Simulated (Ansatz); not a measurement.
# Geometry relaxation, with input and output: GeNH5 (part 1 of 2)

The run: geometry relaxation of GeNH5. Method and program: RKS B3LYP/def2-SVP (Ansatz 0.2.0).

It belongs to a series of runs on one base structure; here: end point B relaxed. Figures and captions count atoms from 1; the log counts them from 0 in places.

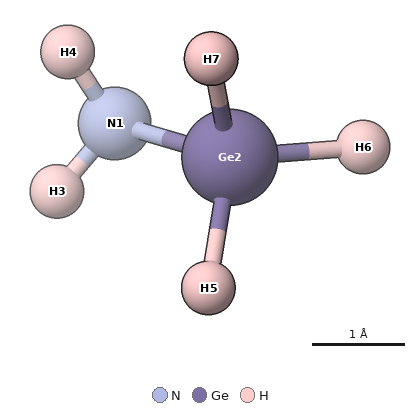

*The input geometry (ball-and-stick view, seen at a tilt; atoms are numbered from 1 in the order of the input). Sticks mark near contacts.*

**Input file**
```yaml
crystal:
  periodic: [false, false, false]
  atoms:
    - { symbol: "N", position_ang: [-0.0718, -1.2491, -0.126] }
    - { symbol: Ge, position_ang: [0.1555, 0.636, -0.1481] }
    - { symbol: H, position_ang: [0.3121, -1.5721, 0.7073] }
    - { symbol: H, position_ang: [-1.0723, -1.3406, -0.0151] }
    - { symbol: H, position_ang: [1.01403, 1.09598, 1.06891] }
    - { symbol: H, position_ang: [0.83588, 1.08786, -1.4725] }
    - { symbol: H, position_ang: [-1.27862, 1.29417, -0.05779] }
basis:
  gaussian: { orbitals: def2-SVP }
hamiltonian:
  xc: b3lyp
relax:
  f_tol: 0.015
  max_steps: 40
output:
  orbitals: {}
```

Launch command:
```bash
ansatz run input.yaml --threads 1 --pin off --max-ram 2048MiB --backend cpu --events-out ev --progress --plain --runs-dir out
```

**Log**
```
The last accepted step is kept in [file] (removed where the run ends without a failure and the disk answers)
Engine: ansatz 0.2.0, x86_64-unknown-linux-gnu
Functional definition: B3LYP
  parameter a0 = 0.2
  parameter ax = 0.72
  parameter ac = 0.81
  exchange = (1 - a0 - ax)*slater_x + ax*b88_x + a0*exact_x
  correlation = (1 - ac)*vwn_rpa_c + ac*lyp_c
774 factors; integrals over basis functions are off by at most 3.0e-4 eV
mean field evaluation 1: about -58076.4586 eV, gradient 5.6e1 eV
mean field evaluation 2: about -58061.1263 eV, gradient 9.4e1 eV
mean field evaluation 4: about -58082.5005 eV, gradient 2.2e0 eV
mean field evaluation 8: about -58082.5161 eV, gradient 2.3e-2 eV
mean field -58082.51606659 eV, -2134.4930957038 hartree, gradient 1.2e-5 eV, S^2 0.000000; 0 other end points of the search recorded, 0 dependent functions left out
the calculation of the forces begins
reference -58082.51629422 eV, -2134.4931040692 hartree; 22, 22 occupied and 49, 49 virtual orbitals, 774 factors
relax step   1: F+E_penalty+E_count = -58082.51606659 eV  Δ(F+E_penalty+E_count) = +0.000e0 eV  max|allowed force component| = 2.061e0 eV/Å  Δτ_max = 0.0000 Å  (23 SCF iters, accepted)
these checks for a lower state are left out or cut short: starts, cluster_reference, orbital_swaps, neighbouring_geometries, increment
774 factors; integrals over basis functions are off by at most 3.2e-4 eV
mean field evaluation 16: about -58082.6265 eV, gradient 5.2e-2 eV
mean field -58082.63310079 eV, -2134.4973966313 hartree, gradient 4.9e-5 eV, S^2 0.000000; 0 other end points of the search recorded, 0 dependent functions left out
[... from here on the field's lines of each further geometry are left out, up to the last ...]
relax step   2: F+E_penalty+E_count = -58082.63310079 eV  Δ(F+E_penalty+E_count) = -1.170e-1 eV  max|allowed force component| = 6.534e-1 eV/Å  Δτ_max = 0.0788 Å  (23 SCF iters, accepted)
relax step   3: F+E_penalty+E_count = -58082.64931100 eV  Δ(F+E_penalty+E_count) = -1.621e-2 eV  max|allowed force component| = 3.366e-1 eV/Å  Δτ_max = 0.0379 Å  (23 SCF iters, accepted)
relax step   4: F+E_penalty+E_count = -58082.65173314 eV  Δ(F+E_penalty+E_count) = -2.422e-3 eV  max|allowed force component| = 1.808e-1 eV/Å  Δτ_max = 0.0237 Å  (23 SCF iters, accepted)
relax step   5: F+E_penalty+E_count = -58082.65500569 eV  Δ(F+E_penalty+E_count) = -3.273e-3 eV  max|allowed force component| = 6.138e-2 eV/Å  Δτ_max = 0.0163 Å  (24 SCF iters, accepted)
relax step   6: F+E_penalty+E_count = -58082.65527331 eV  Δ(F+E_penalty+E_count) = -2.676e-4 eV  max|allowed force component| = 2.780e-2 eV/Å  Δτ_max = 0.0217 Å  (24 SCF iters, accepted)
relax step   7: F+E_penalty+E_count = -58082.65586495 eV  Δ(F+E_penalty+E_count) = -5.916e-4 eV  max|allowed force component| = 1.684e-1 eV/Å  Δτ_max = 0.0511 Å  (23 SCF iters, accepted)
relax step   8: F+E_penalty+E_count = -58082.65627403 eV  Δ(F+E_penalty+E_count) = -4.091e-4 eV  max|allowed force component| = 1.996e-1 eV/Å  Δτ_max = 0.0293 Å  (23 SCF iters, accepted)
relax step   9: F+E_penalty+E_count = -58082.67174590 eV  Δ(F+E_penalty+E_count) = -1.547e-2 eV  max|allowed force component| = 1.272e-1 eV/Å  Δτ_max = 0.2000 Å  (26 SCF iters, accepted)
relax step  10: F+E_penalty+E_count = -58082.63825896 eV  Δ(F+E_penalty+E_count) = +3.349e-2 eV  max|allowed force component| = 1.219e0 eV/Å  Δτ_max = 0.1980 Å  (26 SCF iters, rejected (line search))
relax step  11: F+E_penalty+E_count = -58082.68112980 eV  Δ(F+E_penalty+E_count) = -9.384e-3 eV  max|allowed force component| = 6.579e-2 eV/Å  Δτ_max = 0.0990 Å  (23 SCF iters, accepted)
relax step  12: F+E_penalty+E_count = -58082.68754152 eV  Δ(F+E_penalty+E_count) = -6.412e-3 eV  max|allowed force component| = 2.936e-1 eV/Å  Δτ_max = 0.0998 Å  (23 SCF iters, accepted)
relax step  13: F+E_penalty+E_count = -58082.69708781 eV  Δ(F+E_penalty+E_count) = -9.546e-3 eV  max|allowed force component| = 7.610e-2 eV/Å  Δτ_max = 0.1393 Å  (25 SCF iters, accepted)
relax step  14: F+E_penalty+E_count = -58082.68553177 eV  Δ(F+E_penalty+E_count) = +1.156e-2 eV  max|allowed force component| = 3.822e-1 eV/Å  Δτ_max = 0.0685 Å  (23 SCF iters, rejected (line search))
relax step  15: F+E_penalty+E_count = -58082.69846612 eV  Δ(F+E_penalty+E_count) = -1.378e-3 eV  max|allowed force component| = 3.473e-2 eV/Å  Δτ_max = 0.0342 Å  (23 SCF iters, accepted)
relax step  16: F+E_penalty+E_count = -58082.69753354 eV  Δ(F+E_penalty+E_count) = +9.326e-4 eV  max|allowed force component| = 2.233e-1 eV/Å  Δτ_max = 0.0425 Å  (23 SCF iters, rejected (line search))
relax step  17: F+E_penalty+E_count = -58082.69894700 eV  Δ(F+E_penalty+E_count) = -4.809e-4 eV  max|allowed force component| = 1.814e-2 eV/Å  Δτ_max = 0.0212 Å  (23 SCF iters, accepted)
relax step  18: F+E_penalty+E_count = -58082.69917409 eV  Δ(F+E_penalty+E_count) = -2.271e-4 eV  max|allowed force component| = 1.902e-2 eV/Å  Δτ_max = 0.0295 Å  (23 SCF iters, accepted)
the calculation of the forces begins
reference -58082.69942620 eV, -2134.4998340451 hartree; 22, 22 occupied and 49, 49 virtual orbitals, 774 factors
relax step  19: F+E_penalty+E_count = -58082.69919479 eV  Δ(F+E_penalty+E_count) = -2.071e-5 eV  max|allowed force component| = 1.444e-2 eV/Å  Δτ_max = 0.0118 Å  (24 SCF iters, accepted)
```

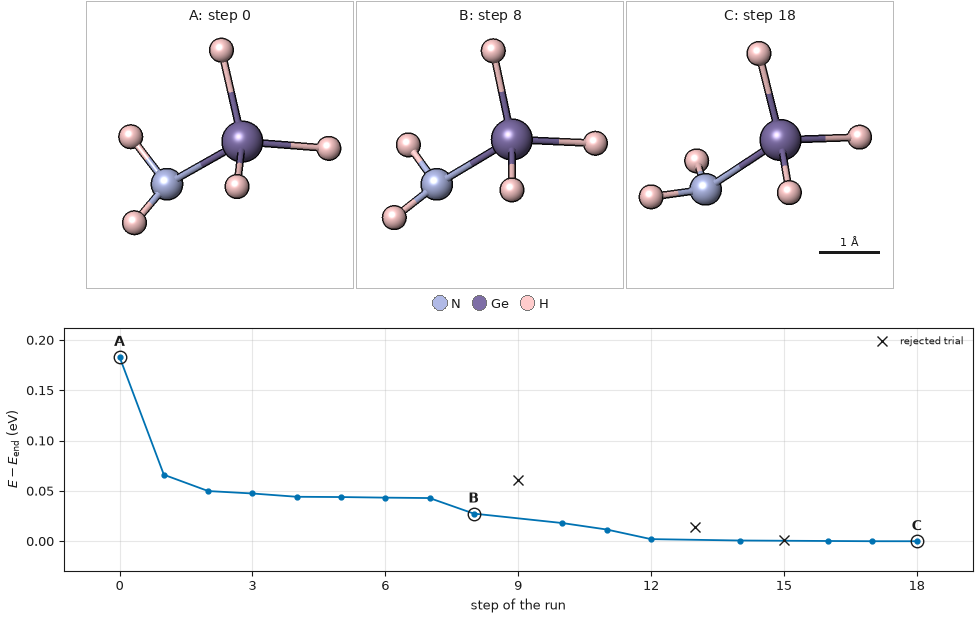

*Frames of the relaxation (ball-and-stick view, seen at a tilt) above the curves, on which the letters mark them (the first geometry is step 0 here and step 1 in the log).*

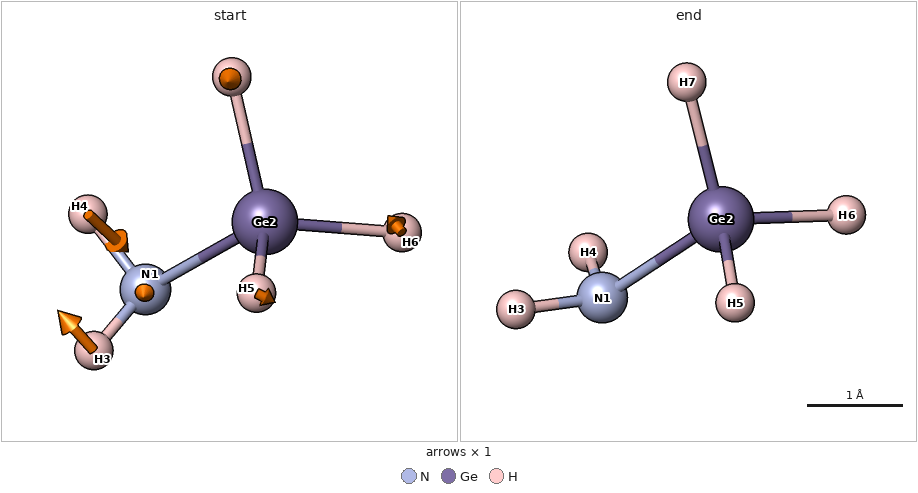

*Before (left) and after (right) the relaxation, at one scale (ball-and-stick view, seen at a tilt). The orange arrows give the displacements, at true length.*

The energy falls by 0.183 eV in 18 geometry steps. Largest force component: 2.1 eV/Å at the start, 0.014 eV/Å at the end. The line search rejected the trial steps at points 9, 13, 15 (counted from 0) and went back. The atom that moves furthest after the best rigid fit is H4 (0.79 Å). By element the largest moves are H 0.79 Å, N 0.22 Å, Ge 0.07 Å. Distances before and after: N1–Ge2 1.899 → 1.851 Å, N1–H3 0.973 → 1.019 Å, Ge2–H7 1.581 → 1.554 Å, Ge2–H5 1.559 → 1.542 Å. Among the angles that change: Ge2–N1–H4 102.1° → 113.8°, N1–Ge2–H7 107.7° → 115.2°, Ge2–N1–H3 107.0° → 113.7°. (Atoms are counted from 1 in the order of the input.)

```
774 factors; integrals over basis functions are off by at most 5.9e-4 eV
mean field -58082.69919479 eV, -2134.4998255411 hartree, gradient 3.7e-5 eV, S^2 0.000000; 1 other end points of the search recorded, 0 dependent functions left out
the calculation of the forces begins
reference -58082.69942620 eV, -2134.4998340451 hartree; 22, 22 occupied and 49, 49 virtual orbitals, 774 factors
Total energy: -58082.69942620 eV, -2134.4998340451 hartree
Atom 0 at     0.023461    -1.171850     0.062639 Å, force     0.003181    -0.000277     0.008728 eV/Å
Atom 1 at     0.132715     0.669183    -0.093212 Å, force    -0.014442     0.010221    -0.007250 eV/Å
Atom 2 at    -0.202759    -1.489886     1.004351 Å, force    -0.005000    -0.012118    -0.008834 eV/Å
Atom 3 at    -0.641076    -1.600977    -0.580508 Å, force     0.003774     0.002238     0.012443 eV/Å
Atom 4 at     1.219525     1.139281     0.893987 Å, force     0.005345    -0.005257    -0.009285 eV/Å
Atom 5 at     0.544176     0.967418    -1.548708 Å, force     0.006828     0.006568     0.006855 eV/Å
Atom 6 at    -1.181251     1.439042     0.218172 Å, force     0.000314    -0.001376    -0.002658 eV/Å
Dipole moment:    -0.230653    -0.077293     0.069566 e Å
```

**Trajectory as extended XYZ (Å, eV, eV/Å), 19 frames, from step=1 to step=19**
```
7
Properties=species:S:1:pos:R:3:forces:R:3 step=1 energy=-58082.51607
N    -0.0718   -1.2491   -0.1260   -0.6184   1.8320  -1.9046
Ge    0.1555    0.6360   -0.1481   -0.2166  -0.0552  -0.1267
H     0.3121   -1.5721    0.7073    1.0544  -1.0292   2.0613
H    -1.0723   -1.3406   -0.0151   -0.5129  -0.4451  -0.0432
H     1.0140    1.0960    1.0689   -0.0968  -0.0626  -0.1725
H     0.8359    1.0879   -1.4725   -0.0909  -0.0835   0.2231
H    -1.2786    1.2942   -0.0578    0.4813  -0.1563  -0.0374
7
Properties=species:S:1:pos:R:3:forces:R:3 step=2 energy=-58082.63310
N    -0.0872   -1.2177   -0.1173   -0.3920   0.6534  -0.1245
Ge    0.1391    0.6547   -0.1456   -0.0442  -0.2943  -0.0300
H     0.3399   -1.6004    0.7176    0.2025  -0.2072   0.2508
H    -1.0898   -1.4159   -0.0302    0.1978  -0.0883  -0.0863
H     1.0096    1.1054    1.0517   -0.0093  -0.0222  -0.0104
H     0.8312    1.0850   -1.4551   -0.0024  -0.0299   0.0037
H    -1.2480    1.3411   -0.0644    0.0475  -0.0115  -0.0031
7
Properties=species:S:1:pos:R:3:forces:R:3 step=3 energy=-58082.64931
N    -0.0996   -1.1843   -0.1044   -0.1905  -0.0778   0.3366
Ge    0.1292    0.6651   -0.1401    0.0304  -0.1546  -0.0334
H     0.3625   -1.6122    0.7050   -0.0609   0.0924  -0.2250
H    -1.0890   -1.4454   -0.0370    0.2313   0.0488  -0.0785
H     1.0051    1.1018    1.0560    0.0072   0.0233   0.0027
H     0.8317    1.0609   -1.4541    0.0050   0.0412  -0.0028
H    -1.2451    1.3662   -0.0686   -0.0224   0.0268   0.0004
7
Properties=species:S:1:pos:R:3:forces:R:3 step=4 energy=-58082.65173
N    -0.1109   -1.1840   -0.0835    0.0122   0.1808   0.0558
Ge    0.1299    0.6611   -0.1395   -0.0094  -0.1304  -0.0063
H     0.3783   -1.6166    0.7020   -0.1789  -0.0193  -0.1080
H    -1.0969   -1.4485   -0.0550    0.1719  -0.0608   0.0775
H     1.0044    1.1097    1.0534    0.0186  -0.0001   0.0044
H     0.8310    1.0605   -1.4535    0.0094   0.0156  -0.0134
H    -1.2411    1.3700   -0.0671   -0.0237   0.0142  -0.0100
7
Properties=species:S:1:pos:R:3:forces:R:3 step=5 energy=-58082.65501
N    -0.1130   -1.1769   -0.0771    0.0162   0.0047   0.0556
Ge    0.1289    0.6607   -0.1394   -0.0056   0.0033   0.0114
H     0.3688   -1.6262    0.7012   -0.0434   0.0231  -0.0614
H    -1.0904   -1.4633   -0.0527    0.0397   0.0049  -0.0011
H     1.0104    1.1114    1.0484   -0.0004  -0.0086   0.0083
H     0.8306    1.0709   -1.4511    0.0035  -0.0236  -0.0172
H    -1.2406    1.3757   -0.0725   -0.0100  -0.0037   0.0045
```
